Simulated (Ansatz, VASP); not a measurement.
## Cross-check of BeSi between VASP and Ansatz

Aim: how closely do two programs agree when they are given the same cell, functional and k mesh? The cell is invented: other elements were put on sites of a known structure type. It may not be a known or stable phase. The cell comes out of the VASP series on this material, whose earlier steps may have relaxed, scaled or displaced it; both programs get it as it stands.

Main program and level: Ansatz 0.2.0; plane waves, with VASP 6.6.1 beside it; zone-centre phonons at PBEsol.

## (1) The starting structure

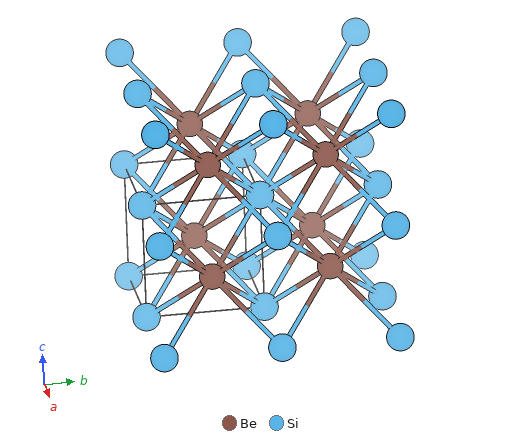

The cell as given, slightly off an axis (beryllium brown, silicon blue). 2×2×2 cells are drawn. Some periodic images of atoms are drawn too.

As a file:

```xyz
2
Lattice="2.8239 0.0000 0.0000 0.0000 2.8239 0.0000 0.0000 0.0000 2.8239" Properties=species:S:1:pos:R:3 pbc="T T T"
Be    1.4119    1.4119    1.4119
Si    0.0000    0.0000    0.0000
```

## (2) VASP: zone-centre phonons, PBEsol

Second derivatives magnify differences that forces hide, and they need a tight electronic threshold.

Lines of VASP's logs that name or quote its potential files are left out, and so is its time.

INCAR reads:

```
SYSTEM = BeSi
PREC = Accurate
ENCUT = 400
EDIFF = 1E-08
NELM = 100
ISMEAR = 0
SIGMA = 0.05
LREAL = .FALSE.
ALGO = Normal
GGA = PS
LORBIT = 11
LWAVE = .FALSE.
LCHARG = .FALSE.
IBRION = 8
ISIF = 2
```

POSCAR reads:

```
BeSi
1.0
    2.8238981152      0.0000000000      0.0000000000
    0.0000000000      2.8238981152      0.0000000000
    0.0000000000      0.0000000000      2.8238981152
Be Si
1 1
Direct
    0.5000000000      0.5000000000      0.5000000000
    0.0000000000      0.0000000000      0.0000000000
```

KPOINTS reads:

```
Automatic mesh
0
Gamma
9 9 9
0 0 0
```

Potentials, in the order of the species: Be and Si (PBE family, release 64).

On the command line:

```bash
mpirun -np 1 vasp_std
```

Numbers of over 12 decimals in the logs are rounded to 6 here.

Output:

```text
[banner, memory and clock lines left out]
running    1 mpi-ranks, on    1 nodes
 distrk:  each k-point on    1 cores,    1 groups
 distr:  one band on    1 cores,    1 groups

 POSCAR found type information on POSCAR BeSi
 POSCAR found :  2 types and       2 ions
|                                                                             |
|               ----> ADVICE to this user running VASP <----                  |
|                                                                             |
|     You enforced a specific xc type in the INCAR file but a different       |
|     [... a line on the potential file left out ...]
|     I HOPE YOU KNOW WHAT YOU ARE DOING!                                     |
|                                                                             |

 LDA part: xc-table for (Slater+PW92), standard interpolation
 POSCAR, INCAR and KPOINTS ok, starting setup
 FFT: planning ... GRIDC
 FFT: planning ... GRID_SOFT
 FFT: planning ... GRID
 WAVECAR not read
 entering main loop
       N       E                     dE             d eps       ncg     rms          rms(c)
DAV:   1    -0.210521839828E+01   -0.21052E+01   -0.21734E+03   497   0.539E+02
DAV:   2    -0.873097125728E+01   -0.66258E+01   -0.64961E+01   707   0.610E+01
DAV:   3    -0.883217253609E+01   -0.10120E+00   -0.10117E+00   623   0.747E+00
DAV:   4    -0.883291882034E+01   -0.74628E-03   -0.74628E-03   805   0.490E-01
DAV:   5    -0.883291948472E+01   -0.66438E-06   -0.66369E-06   623   0.116E-02    0.335E+00
DAV:   6    -0.878148365429E+01    0.51436E-01   -0.61258E-02   714   0.126E+00    0.179E+00
DAV:   7    -0.876615357413E+01    0.15330E-01   -0.40544E-02   700   0.103E+00    0.228E-01
DAV:   8    -0.876543489134E+01    0.71868E-03   -0.43497E-03   665   0.375E-01    0.649E-02
DAV:   9    -0.876522026930E+01    0.21462E-03   -0.12667E-03   686   0.179E-01    0.531E-02
DAV:  10    -0.876520069276E+01    0.19577E-04   -0.63019E-05   693   0.485E-02    0.129E-02
DAV:  11    -0.876520065043E+01    0.42331E-07   -0.68300E-07   637   0.722E-03    0.153E-03
DAV:  12    -0.876520060417E+01    0.46259E-07   -0.49154E-09   693   0.505E-04    0.788E-04
DAV:  13    -0.876520060758E+01   -0.34025E-08   -0.32068E-08   630   0.919E-04
   1 F= -.87652006E+01 E0= -.87634419E+01  d E =-.351743E-02
 Linear response reoptimize wavefunctions to high precision
DAV:   1    -0.876520060597E+01    0.16109E-08   -0.40825E-10   469   0.189E-04
DAV:   2    -0.876520060597E+01   -0.51159E-12   -0.62970E-12   385   0.237E-05
 Linear response DOF=           2
 Linear response progress:
  Degree of freedom:   1/  2
       N       E                     dE             d eps       ncg     rms          rms(c)
RMM:   1    -0.792473860440E-02   -0.79247E-02    0.58304E-03  2245   0.554E-01
RMM:   2    -0.803514650313E-02   -0.11041E-03   -0.18221E-04  1677   0.102E-01    0.640E-02
RMM:   3    -0.797410188884E-02    0.61045E-04   -0.98723E-05  1705   0.584E-02    0.303E-02
RMM:   4    -0.806930610193E-02   -0.95204E-04   -0.65365E-05  1706   0.465E-02    0.504E-03
RMM:   5    -0.807739218990E-02   -0.80861E-05   -0.75587E-07  1738   0.759E-03    0.482E-04
RMM:   6    -0.807925329745E-02   -0.18611E-05   -0.41378E-08  1748   0.116E-03    0.241E-04
RMM:   7    -0.807870889491E-02    0.54440E-06   -0.14429E-09  1753   0.262E-04    0.439E-05
RMM:   8    -0.807893977684E-02   -0.23088E-06   -0.13180E-11  1793   0.886E-05    0.326E-06
RMM:   9    -0.807893080790E-02    0.89689E-08    0.14429E-09  1813   0.192E-05    0.907E-07
 first order change of Fermi-energy   0.14950E-03
 force on displaced ion       1 direction 1 :  -2.721   0.000  -0.000
 Linear response progress:
  Degree of freedom:   2/  2
       N       E                     dE             d eps       ncg     rms          rms(c)
RMM:   1    -0.138609028801E-01   -0.13861E-01    0.15996E-02  2105   0.833E-01
RMM:   2    -0.137248955597E-01    0.13601E-03   -0.24328E-04  1678   0.139E-01    0.586E-02
RMM:   3    -0.137565308471E-01   -0.31635E-04   -0.44938E-05  1687   0.436E-02    0.317E-02
RMM:   4    -0.138685958307E-01   -0.11206E-03   -0.36636E-05  1688   0.366E-02    0.547E-03
RMM:   5    -0.138492719251E-01    0.19324E-04   -0.11886E-06  1743   0.731E-03    0.862E-04
RMM:   6    -0.138508781798E-01   -0.16063E-05   -0.19411E-08  1750   0.118E-03    0.458E-04
RMM:   7    -0.138502622237E-01    0.61596E-06   -0.10049E-09  1771   0.215E-04    0.309E-05
RMM:   8    -0.138504975985E-01   -0.23537E-06   -0.91193E-10  1794   0.509E-05    0.497E-06
RMM:   9    -0.138504794921E-01    0.18106E-07   -0.64991E-10  1777   0.120E-05    0.205E-06
RMM:  10    -0.138504771453E-01    0.23468E-08    0.85726E-10  1392   0.645E-06    0.321E-07
 first order change of Fermi-energy  -0.20613E-03
 force on displaced ion       2 direction 1 :  -2.725  -0.000   0.000
 Linear response finished
```

From OUTCAR (step 2):

```text
ion  position               nearest neighbor table
   1  0.500  0.500  0.500-   2 2.45   2 2.45   2 2.45   2 2.45   2 2.45   2 2.45   2 2.45   2 2.45

  LATTYP: Found a simple cubic cell.
 ALAT       =     2.8238981152

 Subroutine GETGRP returns: Found 48 space group operations
 (whereof 48 operations were pure point group operations)

The static configuration has the point symmetry O_h .

 Found     35 irreducible k-points:

   k-points           NKPTS =     35   k-points in BZ     NKDIM =     35   number of bands    NBANDS=      7

   dimension x,y,z NGX =    18 NGY =   18 NGZ =   18
   dimension x,y,z NGXF=    36 NGYF=   36 NGZF=   36

   ENCUT  =  400.0 eV  29.40 Ry    5.42 a.u.   4.61  4.61  4.61*2*pi/ulx,y,z

   NELECT =       6.0000    total number of electrons

 k-points in reciprocal lattice and weights: Automatic mesh
   0.00000000  0.00000000  0.00000000       0.001
   0.11111111  0.00000000  0.00000000       0.008
   0.22222222  0.00000000  0.00000000       0.008
   0.33333333  0.00000000  0.00000000       0.008
   0.44444444  0.00000000  0.00000000       0.008
   0.11111111  0.11111111  0.00000000       0.016
   0.22222222  0.11111111  0.00000000       0.033
   0.33333333  0.11111111  0.00000000       0.033
   0.44444444  0.11111111  0.00000000       0.033
[...]
0.44444444  0.44444444  0.33333333       0.033
   0.44444444  0.44444444  0.44444444       0.011

 average (electrostatic) potential at core
       1 -31.2985       2 -80.5294

  Total       -0.0027141     -0.0027141     -0.0027141     -0.0000000     -0.0000000      0.0000000
  in kB       -0.1931025     -0.1931025     -0.1931025     -0.0000000     -0.0000000      0.0000000
  external PRESSURE =      -0.1931025 kB  Pullay stress =       0.0000000 kB

  energy-cutoff  :      400.00
  volume of cell :       22.52
      direct lattice vectors                 reciprocal lattice vectors
     2.823898115  0.000000000  0.000000000     0.354120425  0.000000000  0.000000000
     0.000000000  2.823898115  0.000000000     0.000000000  0.354120425  0.000000000
     0.000000000  0.000000000  2.823898115     0.000000000  0.000000000  0.354120425

 POSITION                                       TOTAL-FORCE (eV/Angst)
 -----------------------------------------------------------------------------------
      1.41195      1.41195      1.41195         0.000000      0.000000      0.000000
      0.00000      0.00000      0.00000         0.000000      0.000000      0.000000
 -----------------------------------------------------------------------------------
    total drift:                               -0.000000     -0.000000      0.000000

 Eigenvectors and eigenvalues of the dynamical matrix
 ----------------------------------------------------

   1 f  =    9.874638 THz    62.044183 2PiTHz  329.382482 cm-1    40.838205 meV
             X         Y         Z           dx          dy          dz
      1.411949  1.411949  1.411949     0.000000    0.869955    0.000000
      0.000000  0.000000  0.000000     0.000000   -0.493132    0.000000

   2 f  =    9.874638 THz    62.044183 2PiTHz  329.382482 cm-1    40.838205 meV
             X         Y         Z           dx          dy          dz
      1.411949  1.411949  1.411949    -0.000000   -0.000000    0.869955
      0.000000  0.000000  0.000000     0.000000    0.000000   -0.493132

   3 f  =    9.874638 THz    62.044183 2PiTHz  329.382482 cm-1    40.838205 meV
             X         Y         Z           dx          dy          dz
      1.411949  1.411949  1.411949     0.869955   -0.000000    0.000000
      0.000000  0.000000  0.000000    -0.493132    0.000000    0.000000

   4 f/i=    0.002622 THz     0.016473 2PiTHz    0.087454 cm-1     0.010843 meV
             X         Y         Z           dx          dy          dz
      1.411949  1.411949  1.411949    -0.000000   -0.493132   -0.000000
      0.000000  0.000000  0.000000    -0.000000   -0.869955    0.000000

   5 f/i=    0.002622 THz     0.016473 2PiTHz    0.087454 cm-1     0.010843 meV
             X         Y         Z           dx          dy          dz
      1.411949  1.411949  1.411949     0.000000    0.000000   -0.493132
      0.000000  0.000000  0.000000    -0.000000    0.000000   -0.869955

   6 f/i=    0.002622 THz     0.016473 2PiTHz    0.087454 cm-1     0.010843 meV
             X         Y         Z           dx          dy          dz
      1.411949  1.411949  1.411949     0.493132   -0.000000   -0.000000
      0.000000  0.000000  0.000000     0.869955   -0.000000    0.000000

 ELASTIC MODULI CONTR FROM IONIC RELAXATION (kBar)
 Direction    XX          YY          ZZ          XY          YZ          ZX
 --------------------------------------------------------------------------------
 XX           0.0000      0.0000      0.0000      0.0000      0.0000      0.0000
 YY           0.0000      0.0000      0.0000      0.0000      0.0000      0.0000
 ZZ           0.0000      0.0000      0.0000      0.0000      0.0000      0.0000
 XY           0.0000      0.0000      0.0000      0.0000      0.0000      0.0000
 YZ           0.0000      0.0000      0.0000      0.0000      0.0000      0.0000
 ZX           0.0000      0.0000      0.0000      0.0000      0.0000      0.0000
 --------------------------------------------------------------------------------
```

## (3) Ansatz: zone-centre phonons, PBEsol

Ansatz runs on its default PAW (the set named soft_2) files.

The same cell, functional, mesh and smearing now go to Ansatz, which takes its cutoff from its data sets.

input.yaml reads:

```yaml
crystal:
  lattice:
    - [2.8238981152, 0.0, 0.0]
    - [0.0, 2.8238981152, 0.0]
    - [0.0, 0.0, 2.8238981152]
  atoms:
    - { symbol: Be, position: [0.5, 0.5, 0.5] }
    - { symbol: Si, position: [0.0, 0.0, 0.0] }
hamiltonian:
  xc: pbesol
  pseudopotentials: { kind: paw }
kpoints:
  mp_grid: { grid: [9, 9, 9] }
scf:
  occupations: { method: gaussian, width: 0.05 }
phonons:
  method: dfpt
  qpoints: [[0, 0, 0]]
```

On the command line:

```bash
ansatz run input.yaml --threads 4 --pin off --max-ram 9216MiB --backend cpu --events-out ev --progress --plain --runs-dir out
```

Output:

```text
Engine: ansatz 0.2.0, aarch64-unknown-linux-gnu
Pseudopotentials: kind: paw
Pseudopotential: Be, paw, valence charge 2, recommended cutoff 420 eV (normal), Be.paw.azcp
Pseudopotential: Si, paw, valence charge 4, recommended cutoff 420 eV (normal), Si.paw.azcp
Functional definition: PBEsol
  exchange = pbesol_x
  correlation = pbesol_c
Crystal: 2 atoms, lattice volume = 22.519 Å³
Basis set: ecut = 420 eV, 461 PW (Γ), exchange–correlation on 40×40×40 points (8 copies of the dense FFT grid, shifted against one another)
Bands: 7, of which v1, the nominal top of the filled ones, is band 3 counted from 1 (2 counted from 0)
Symmetry: 48 space group operations
k-points: 75 of 729 (irreducible under 8 space group operations, time reversal used)
Non-local potential: Be, projectors of the file, l = 0: 2, l = 1: 2, l = 2: 1
Non-local potential: Si, projectors of the file, l = 0: 2, l = 1: 2, l = 2: 2
PAW form: soft (Blöchl's): semilocal exchange-correlation on the pseudo side does not see the compensation charge
PAW frozen core: Be, regenerated for the run's functional, and the local potential with it (the file was generated under x = pbe(κ = 0.804, μ = 0.219515), c = pbe(β = 0.066725))
PAW frozen core: Si, regenerated for the run's functional, and the local potential with it (the file was generated under x = pbe(κ = 0.804, μ = 0.219515), c = pbe(β = 0.066725))
PAW one-centre angular grid: Be, 110 points (default); XC on 64 Gauss nodes
PAW one-centre angular grid: Si, 110 points (default); XC on 64 Gauss nodes
Initial density: superposition of atomic densities (neutral atoms: chi_scale 0, normalization atom), corrected by the library's trained network
Initial wavefunctions: pseudopotential atomic-orbital guess
Functional: x = pbesol(κ = 0.804, μ = 0.123457), c = pbesol(β = 0.046)
SCF iter   1: F=—  HF=-710.865551 eV  |F-HF|=—  |Δ(HF+E_count)|=         —  Δρ=4.98e-3  dr2=9.45e-3  ethr=1.77e-3  ⟨swp⟩=5.3  Hψ=4471  notcnv=0
preconditioner: auto → none  [metal: Δε(μ)=0.041 eV  Ē_g=10.821 eV  σ=0.050 eV  W_gap=0.42  n_scr=0 (ndim 8)  ℏωp=19.2 eV  f_vac=0.000  D(μ)=2.43/eV (n_scr^D=26)]
SCF iter   2: F=—  HF=-710.861882 eV  |F-HF|=—  |Δ(HF+E_count)|=   3.67e-3  Δρ=7.82e-4  dr2=9.90e-5  ethr=1.57e-4  ⟨swp⟩=2.0  Hψ=1328  notcnv=0  defer=18
SCF iter   3: F=—  HF=-710.861872 eV  |F-HF|=—  |Δ(HF+E_count)|=   1.00e-5  Δρ=3.06e-4  dr2=7.77e-6  ethr=1.65e-6  ⟨swp⟩=2.1  Hψ=717  notcnv=0  defer=18
SCF iter   4: F=—  HF=-710.861875 eV  |F-HF|=—  |Δ(HF+E_count)|=   3.42e-6  Δρ=2.48e-5  dr2=1.91e-7  ethr=1.30e-7  ⟨swp⟩=2.0  Hψ=718  notcnv=0  defer=18
SCF iter   5: F=—  HF=-710.861877 eV  |F-HF|=—  |Δ(HF+E_count)|=   1.69e-6  Δρ=1.39e-6  dr2=1.85e-10  ethr=3.18e-9  ⟨swp⟩=2.1  Hψ=696  notcnv=0  defer=18
SCF iter   6: F=-710.861877 eV  HF=-710.861877 eV  |F-HF|=3.41e-13  |Δ(HF+E_count)|=  1.11e-10  Δρ=6.87e-8  dr2=9.53e-13  ethr=1.00e-12  ⟨swp⟩=5.9  Hψ=1919  notcnv=0
SCF 1 converged in 6 iterations: F = -710.861877 eV  dr2 = 9.53e-13
  greatest PAW one-centre occupation: 0.664 electrons in one spin orbital (limit 2), on the Si atom at site 1 (counted from 0), in its partial waves of l = 0
DFPT response loops at Γ: preconditioner auto → Kerker (q_TF=auto, 2.189 Å⁻¹) (partly filled bands, converged f_vac=0.000); β = 1.00, the filter's whole step (`scf.mixing.beta` (0.50) is not read by the response loops under this deck's `scf.mixing.preconditioner`; to damp them name `kerker` or `kerker_dos`, under which they read `scf.mixing.beta`, and type it under 1.00, their step now; both keys bind the ground state too); Broyden in place of MSR1
SCF converged after 6 iterations
Free energy (F): -710.861877 eV
Harris-Foulkes:  -710.861877 eV  (|F-HF|=3.41e-13)
Internal energy: -710.858413 eV  (E = F + TS)
E sigma→0 (E₀):  -710.860145 eV
Entropy (-TS):   -0.003463 eV (-1.732 meV/atom)
Fermi energy:    9.901664 eV
--- Per-component energies (eV) ---
  E_band       = 26.086330
  E_kinetic    = 61.596562
  E_local      = 4.863073  (includes V_loc(G=0)·N_el)
  E_nonlocal   = 29.998502
  E_hartree    = 0.910686
  E_xc         = -75.251550
  E_vxc        = -68.864940  (∫ρ·V_xc dr)
  E_paw        = -555.623158  (= ΣΔE_a)
  E_vpaw       = -3.328247  (= ΣTr[D̂ρ^β])
  E_aug_tail   = 0.000006  (compensation charges beyond the density's cutoff)
  E_ewald      = -177.393627
  E_core_change = 0.041092  (= ΣΔE_core)
  E_smearing   = -0.003463  (= −TS)
  E_closure    = -0.000000  (closes the sum)
  Σ components = -710.861877   (vs F -710.861877, Δ=0.00e0)
--- Band table (eV; the first three rows and the last of 75) ---
  k-point 0: bands = ["-3.8137", "11.3230", "11.3230", "11.3230", "14.3574", "14.3574", "18.2509"]
  k-point 1: bands = ["-3.6096", "9.2698", "11.5297", "11.5297", "14.5672", "16.2090", "18.8550"]
  k-point 2: bands = ["-3.0035", "6.4646", "12.1483", "12.1483", "15.1832", "17.5180", "21.0181"]
  k-point 74: bands = ["5.8539", "7.4897", "7.4897", "8.6064", "9.5359", "9.5359", "10.8693"]
--- Phonons (Γ-DFPT): 2 representative perturbations + reference, on 75 of 729 k-points (Σ response iterations 4) ---
  k mesh reduced under 8 symmetry operations, with k and −k counted as one. Each operation leaves every solved perturbation unchanged. A smaller set is not used because it would not reduce the number of displacements times k-points to solve
  ASR residual: 9.141e-5 → 0.000e0 eV/Å²; symmetrization residual: 7.566e-7 eV/Å²
  ASR residual per site (eV/Å²): 9.14e-5 1.07e-5
  Γ frequencies (cm⁻¹): 0.00 0.00 0.00 325.98 325.98 325.98
  non-analytic LO–TO correction: not included (Born effective charges unavailable; polar crystals: no LO–TO splitting at Γ)
--- Phonons (arbitrary-q DFPT): 1 explicit q-point ---
  q = [0, 0, 0] (of the zone-centre solve; hermiticity 5.68e-7, symmetrization 2.50e-15): -0.00 -0.00 -0.00 325.98 325.98 325.98
  sum rule: each row above includes the acoustic sum rule's correction from the zone centre's row sums; it moved no ω² by more than (1.66 cm⁻¹)²
```

Run time: 0.98 s. Hardware: 4 threads of Arm Neoverse V2, shared host; peak memory 0.31 GiB.

## (4) Side by side

Known differences besides the PAW data sets themselves: the cutoff is 420 eV in Ansatz and 400 eV in VASP; Ansatz makes its cores anew for this functional, VASP keeps those of its PBE data sets; VASP leaves aspherical gradient terms in its spheres out (LASPH is not set), Ansatz keeps them. Total energies have different zeros and are not compared.

Both answers:

```csv
quantity,Ansatz,VASP,difference
mode 4 to 6 (cm⁻¹),326.0,329.4,-1.03 %
```

## (5) Outcome

```json
{
  "difference in mode 4 to 6 (zone-centre phonons, PBEsol)": "-1.0 %"
}
```

In words: The difference in mode 4 to 6 is -1.0 % (zone-centre phonons, PBEsol), within the 3 % picked in this series as the mark of a large difference. Differences of this kind measure data sets and numerical settings, not the functional's error against experiment.

[Lines on the potential files, build, host, timing and source positions are cut from VASP's logs without a mark.]

[Logs are printed without paths, hosts, clocks, repeated set-up lines and the standing remarks that a program may print on its own settings, such as how far it seeks lower states.]

[Hosts, paths, dates, database ids (printed as entryN), source tags and the programs' standing remarks are cut or masked in the printed files.]
